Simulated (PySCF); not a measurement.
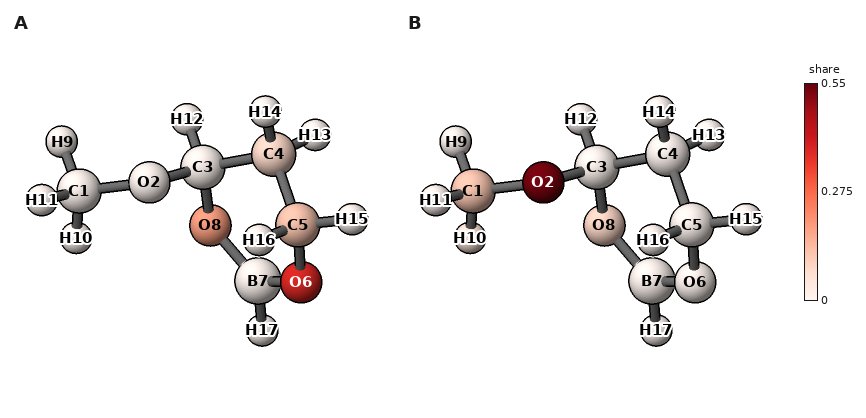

Each panel colours the atoms by their Löwdin share in one orbital (up to four of the largest shares; other atoms are shown as zero). The geometry was computed by an optimisation with PBE0-D3(BJ)/def2-SVP. No frequency run is at hand to confirm it as a minimum. Computed with CAM-B3LYP/def2-SVPD (PySCF 2.14.0).

Question: The panels show the HOMO−2, HOMO, in some order. Which is which?

Answer: A: HOMO−2, −10.20 eV; O6 0.38, O8 0.18, C5 0.11, C4 0.08
B: HOMO, −9.61 eV; O2 0.53, C1 0.11, O8 0.08, H10 0.05
